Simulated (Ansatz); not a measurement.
# SiNH4 (SMILES [NH][SiH3]) at UMP2/STO-3G

What is the electronic atomisation energy of SiNH4 at UMP2/STO-3G? 

The calculation is run with Ansatz 0.2.0.

46 further runs of the same task are left out: 46 set aside as unsound or not needed.

## Step 1: The molecule

SiNH4 has 6 atoms, charge 0, and is taken as a doublet. SMILES: `[NH][SiH3]`. The coordinates come from a PBE0-D4/def2-TZVP relaxation.

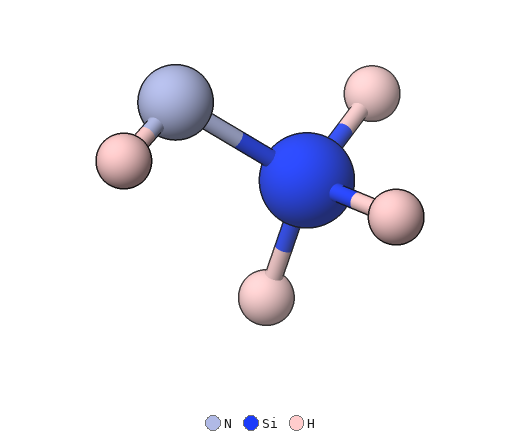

The structure, seen from a chosen angle (nitrogen light blue, silicon blue, hydrogen pink).

## Step 2: A single-point energy at UMP2/STO-3G

molecule.yaml reads:

```yaml
crystal:
  periodic: [false, false, false]
  atoms:
    - {symbol: "N", position_ang: [0.592100, -0.835200, 0.909500]}
    - {symbol: Si, position_ang: [-0.203700, 0.347600, -0.110000]}
    - {symbol: H, position_ang: [0.922800, -1.640700, 0.372700]}
    - {symbol: H, position_ang: [-1.310600, -0.282300, -0.885500]}
    - {symbol: H, position_ang: [0.789500, 0.911800, -1.068900]}
    - {symbol: H, position_ang: [-0.748100, 1.434800, 0.736200]}
basis:
  gaussian:
    orbitals: STO-3G
magnetization:
  spin_polarized: true
  initial_magnetization: 1
correlation:
  method: mp2
  frozen_orbitals: {H: 0, "N": 1, Si: 5}
accuracy: high
```

Run with:

```bash
ansatz run molecule.yaml --threads 1 --pin off --max-ram 2610MiB --events-out events.jsonl --progress --plain --runs-dir runs
```

The program printed:

```text
Warning: RAYON_NUM_THREADS=1 ignored (pool sized by the plan → 1); use --threads N
Functional definition: HF
  name "HF"
  exchange = exact_x
  correlation = 0
314 factors; integrals over basis functions are off by at most 1.1e-8 eV
mean field evaluation 1: about -9294.9581 eV, gradient 1.1e1 eV
mean field evaluation 2: about -9294.9807 eV, gradient 1.1e1 eV
mean field evaluation 4: about -9296.1063 eV, gradient 8.9e-1 eV
mean field evaluation 8: about -9296.1189 eV, gradient 1.1e-2 eV
mean field -9296.11885246 eV, -341.6260666921 hartree, gradient 6.8e-8 eV, S^2 0.758828; 0 other end points of the search recorded, 0 dependent functions left out
6 core orbitals not correlated: weight in the atoms' cores, before any rotation towards them, 1.000 or more for the frozen orbitals, at most 0.000 for the correlated occupied ones
reference -9296.11885246 eV, -341.6260666921 hartree; 7, 6 occupied and 5, 6 virtual orbitals, 314 factors
second order -1.86492062 eV of doubles, -0.00000000 eV of singles
Total energy: -9297.98377308 eV, -341.6946012608 hartree
```

Wall time 0.12 s (1 thread of Arm Neoverse V1, shared host).

## Step 3: The H atom: a single-point energy at UHF/STO-3G

in.yaml reads:

```yaml
crystal:
  periodic: [false, false, false]
  atoms:
    - {symbol: H, position_ang: [0.000000, 0.000000, 0.000000]}
basis:
  gaussian: {orbitals: STO-3G}
accuracy: high
hamiltonian: {xc: hf}
magnetization: {spin_polarized: true, initial_magnetization: 1}
```

Run the same way, it converges to -0.46658 Eh (log not shown).

## Step 4: The N atom, same level

input.yaml reads:

```yaml
crystal:
  periodic: [false, false, false]
  atoms:
    - {symbol: "N", position_ang: [0.000000, 0.000000, 0.000000]}
basis:
  gaussian:
    orbitals: STO-3G
magnetization:
  spin_polarized: true
  initial_magnetization: 3
correlation:
  method: mp2
  frozen_orbitals: {"N": 1}
accuracy: high
```

Run the same way, it converges to -53.71901 Eh (log not shown).

## Step 5: The Si atom

job.yaml reads:

```yaml
basis:
  gaussian: {orbitals: STO-3G}
crystal:
  periodic: [false, false, false]
  atoms:
    - {symbol: Si, position_ang: [0.000000, 0.000000, 0.000000]}
magnetization: {spin_polarized: true, initial_magnetization: 2}
correlation: {method: mp2, frozen_orbitals: {Si: 5}}
accuracy: high
```

Run the same way, it converges to -285.47352 Eh (log not shown).

## Step 6: What came out

At UMP2/STO-3G, 6 core orbitals frozen:

```
                                             quantity          value
                               molecule: total energy  -341.69460 Eh
molecule: correlation energy (6 core orbitals frozen)      -68.5 mEh
          molecule: ⟨S²⟩ of the reference determinant          0.759
                                 H atom: total energy    -0.46658 Eh
                                         H atom: ⟨S²⟩          0.750
                                 N atom: total energy   -53.71901 Eh
   N atom: correlation energy (1 core orbital frozen)        0.0 mEh
            N atom: ⟨S²⟩ of the reference determinant          3.750
                                Si atom: total energy  -285.47352 Eh
 Si atom: correlation energy (5 core orbitals frozen)       -7.3 mEh
           Si atom: ⟨S²⟩ of the reference determinant          2.000
                        electronic atomisation energy      17.300 eV
```

In words: Taking the molecule apart into free atoms costs 17.30 eV (399 kcal/mol), before zero-point energy and without spin-orbit coupling. In a minimal basis such a difference can be off by several eV, whatever the method.
